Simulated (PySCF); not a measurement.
# C₄F₈, SMILES `FC1(F)C(F)(F)C(F)(F)C1(F)F`: electronic structure

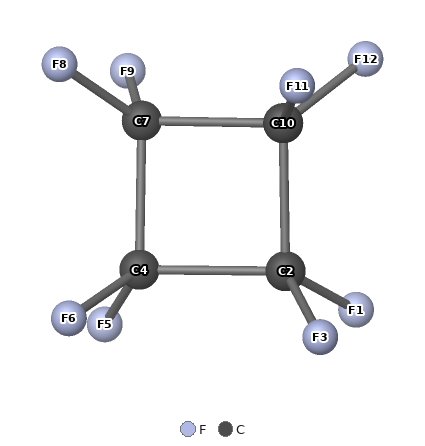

The molecule, with its atoms numbered as below. No frequency check shows the geometry to be a minimum.

Geometry (Å), atoms numbered from 1:

```
F1      -1.2426   -1.2425    1.2159
C2      -0.7825   -0.7825    0.0493
F3      -1.4189   -1.4186   -0.9339
C4       0.7825   -0.7825   -0.0493
F5       1.4189   -1.4186    0.9339
F6       1.2426   -1.2425   -1.2159
C7       0.7825    0.7825    0.0493
F8       1.4189    1.4186   -0.9339
F9       1.2426    1.2425    1.2159
C10     -0.7825    0.7825   -0.0493
F11     -1.2426    1.2425   -1.2159
F12     -1.4189    1.4186    0.9339
```

## 1. Bonding charge

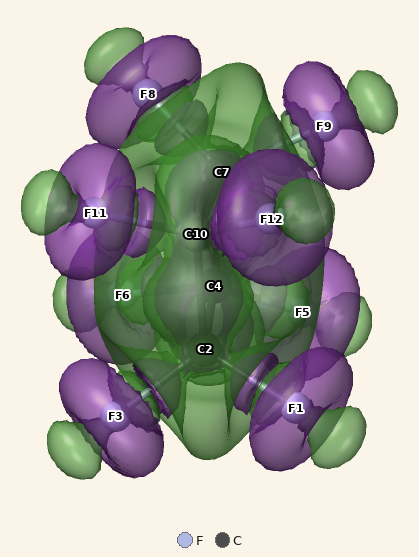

Deformation density (molecule less spherical, spin-averaged free atoms at the same positions), surfaces at ±0.04 e/Å³; purple: gain, green: loss.

Method: PBE0/6-31G*; geometry: GFN2-xTB; program: PySCF.

Question: How much density has each bond gained at its critical point, relative to the free atoms?

Answer: C4–C7, C2–C10, C2–C4 and C7–C10: +0.59 e/Å³ at the bond critical point (bond length 1.57 Å, Mayer order 0.9). C2–F3, C4–F5, C7–F8 and C10–F12: +0.07 e/Å³ at the bond critical point (bond length 1.33 Å, Mayer order 0.9); up to 0.6 Å beside the axis the gain reaches +0.26 e/Å³. F1–C2, C4–F6, C7–F9 and C10–F11: +0.07 e/Å³ at the bond critical point (bond length 1.34 Å, Mayer order 0.9); up to 0.6 Å beside the axis the gain reaches +0.26 e/Å³. In all, 2.7 electrons gather in the regions of gain relative to the promolecule. A small or negative value marks a very polar bond, one between electron-rich atoms, whose free-atom densities already overlap strongly, a long bond to a heavier atom, or a closed-shell contact such as a hydrogen bond.

## 2. Bond critical points

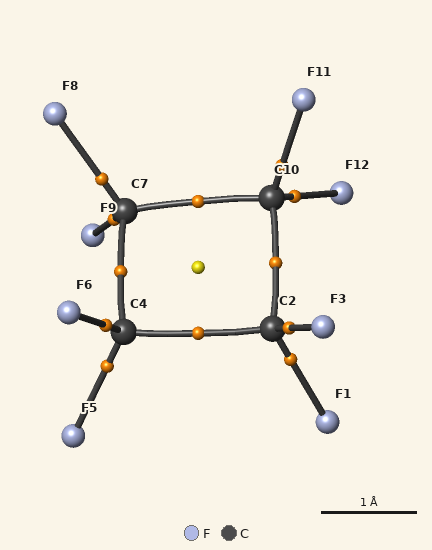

Molecular graph of the electron density (QTAIM): bond paths, bond critical points (orange), ring points (yellow, if any); weak paths are dashed.

Question: How many critical points of each kind are there, and does the count close?

Answer: 12 nuclei, 12 bond, 1 ring and 0 cage critical points: 12 − 12 + 1 − 0 = 1, as the Poincaré–Hopf relation requires.

Question: Tabulate density, Laplacian, ellipticity and energy density at the bond critical points (atomic units).

Answer:
```csv
bond,length (Å),ρ (a.u.),∇²ρ (a.u.),ε,H (a.u.)
C2–F3 (4 alike),1.333,0.274,+0.06,0.21,−0.399
F1–C2 (4 alike),1.336,0.273,+0.05,0.21,−0.396
C4–C7 (4 alike),1.568,0.254,−0.63,0.06,−0.206
```

Question: What kind of interaction is C2–F3?

Answer: Polar or intermediate (positive Laplacian, negative energy density H): ρ = 0.274, ∇²ρ = +0.06, H = −0.399 a.u. Its ellipticity of 0.21 shows that the density isn't cylindrical about the bond.

## 3. Local ionisation energy

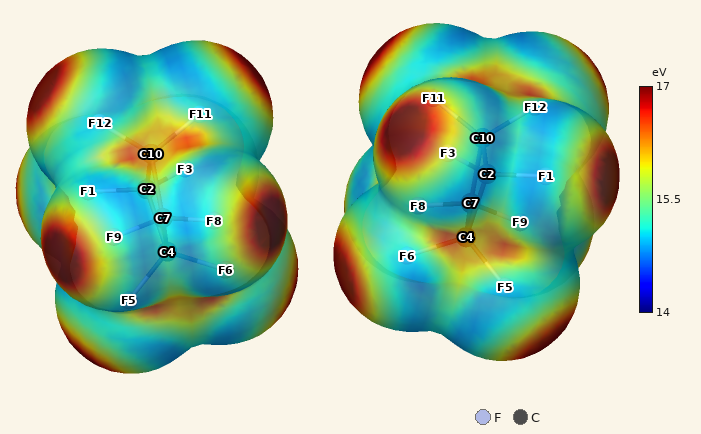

Average local ionisation energy on the surface of electron density 0.001 a.u. (back view left, front view right).

Question: Locate the minima of the map.

Answer: The lowest value is 14.8 eV, 1.6 Å from F8, and at like points elsewhere. Further minima include 14.8 eV, 1.6 Å from F11, and at like points elsewhere. For comparison, the highest occupied orbital lies at −9.1 eV.

Question: What volume does the surface enclose, and what is the dipole moment?

Answer: About 127 Å³; the dipole moment is 0.0 D.

## 4. Excited states

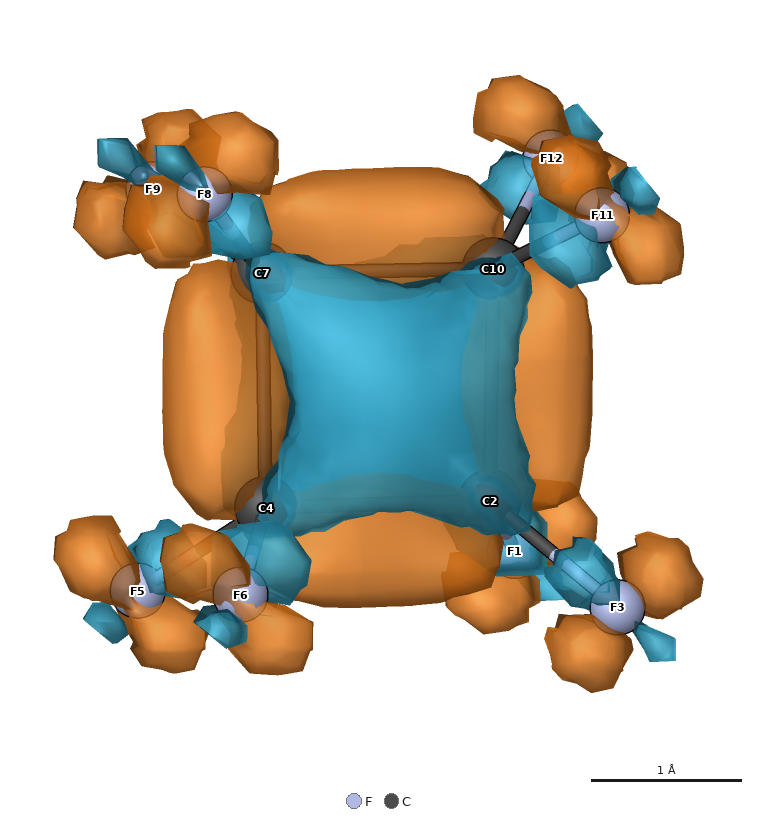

Unrelaxed difference density of S₁ less the ground state (TDA singlet states), ±0.05 e/Å³; light blue: gain, orange: loss.

Method: B3LYP/def2-SVP; geometry: GFN2-xTB; program: PySCF. Without diffuse functions Rydberg states are missing, so the states' numbers hold for this basis only.

Question: How does the charge move on excitation?

Answer: 0.68 e is displaced in all, mostly between regions of the same atoms. The state: 6.54 eV (189 nm), f = 0.000 (dark); the leading pair carries 100 %; hole on C2, C4, C7 and C10 (12 % each) and F1, F3, F5, F6, F8, F9, F11 and F12 (6 % each), electron on C2, C4, C7 and C10 (14 % each) and F1, F6, F9 and F11 (6 % each); their centroids lie 0.0 Å apart.

## 5. In an electric field

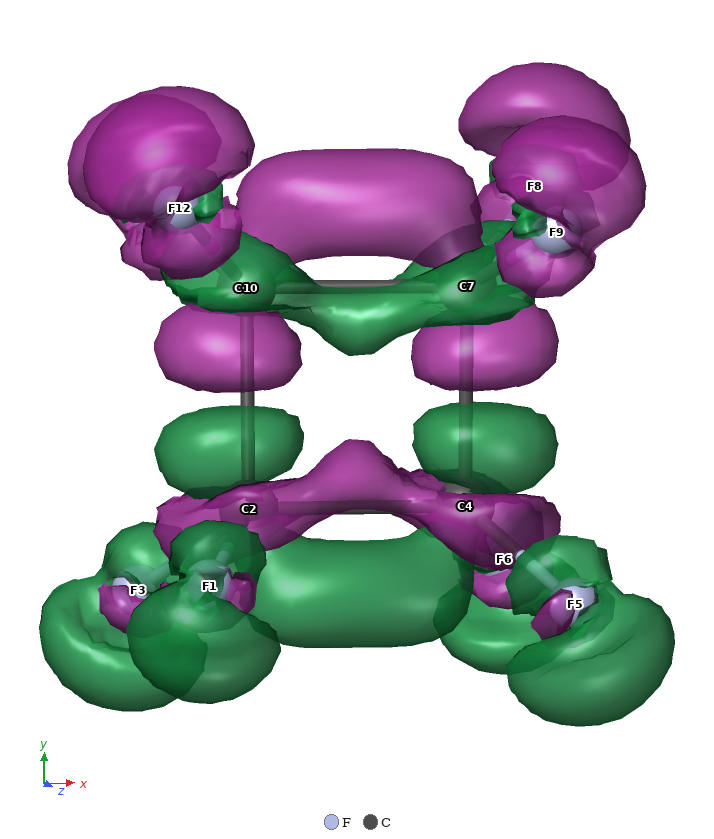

Change of the electron density in a uniform field of 0.41 V/Å, surfaces at ±0.004 e/Å³ (green: gain, purple: loss).

Level of theory: B3LYP/cc-pVDZ (PySCF), at a geometry from GFN2-xTB. A basis without diffuse functions makes polarisabilities too small.

Question: Along which Cartesian direction does the field point?

Answer: Along +y: electrons gather on the −y side, against the field.

Question: How large is the response?

Answer: The induced dipole is 0.81 D (along the field); α along this axis, from the fields in both directions, is 40 bohr³ (5.9 Å³).

Question: Which atoms gain and lose the most charge?

Answer: Electrons gather most on F3 and F5 alike (Hirshfeld charge changes by −0.010 e) and leave F8 and F12 alike most (+0.011 e); 0.089 electrons are displaced in all.

## 6. Removing or adding an electron

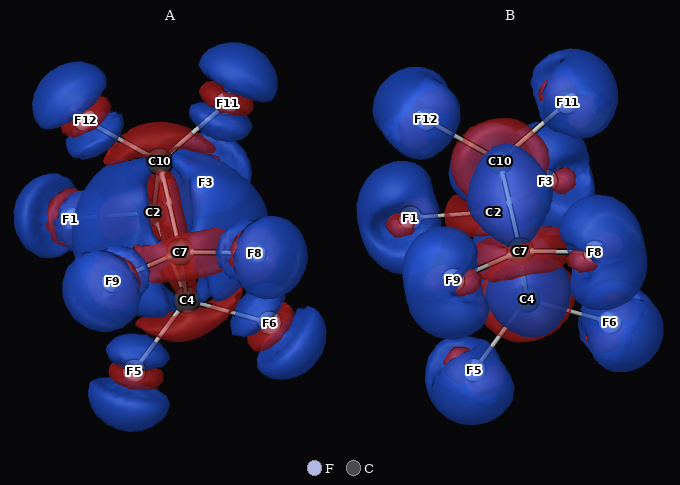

The two Fukui functions at ±0.02 e/Å³ (blue positive, red negative).

Method: CAM-B3LYP/cc-pVDZ; geometry: GFN2-xTB; program: PySCF.

Question: Which panel is f⁻ (electron removed) and which f⁺ (electron added)?

Answer: A is f⁺, B is f⁻. f⁻ (Hirshfeld-condensed) is largest on F3, F5, F8 and F12 (0.09 each), F1, F6, F9 and F11 (0.09 each) and C2, C4, C7 and C10 (0.07 each); the vertical ionisation energy is 11.73 eV (the stability of the cation's solution wasn't checked). f⁺ (Hirshfeld-condensed) is largest on F1, F6, F9 and F11 (0.09 each), C2, C4, C7 and C10 (0.08 each) and F3, F5, F8 and F12 (0.08 each); the vertical electron affinity is −1.44 eV (the stability of the anion's solution wasn't checked; negative, but this basis has no diffuse functions, so it doesn't show that the anion is unbound).

Question: What chemical potential and hardness follow from the two energies?

Answer: μ = −(I + A)/2 = −5.14 eV and η = I − A = 13.17 eV.

## 7. Localised orbitals

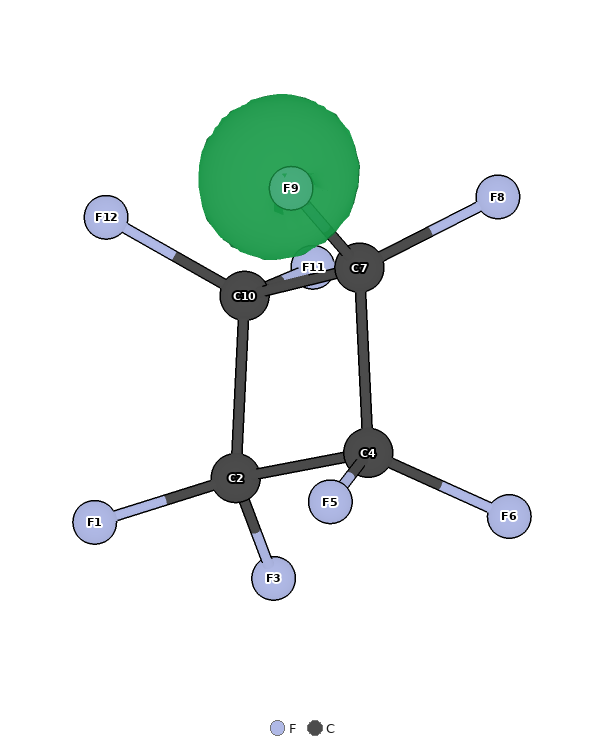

Pipek–Mezey orbitals, occupied; each surface holds about 80 % of the orbital's density. Energies are diagonal elements of the Fock matrix.

PySCF calculation, BLYP/6-31G*, gas phase; geometry: GFN2-xTB.

Question: What does this orbital represent?

Answer: Lone pair on F9 (sp0.4-type) (F9 100 %; −22.4 eV).

The PySCF runs shown took 16 s, 4 min, 43 s, 81 s and 24 s on 1 thread of Intel(R) Xeon(R) 6975P-C (Granite Rapids) (shared host).
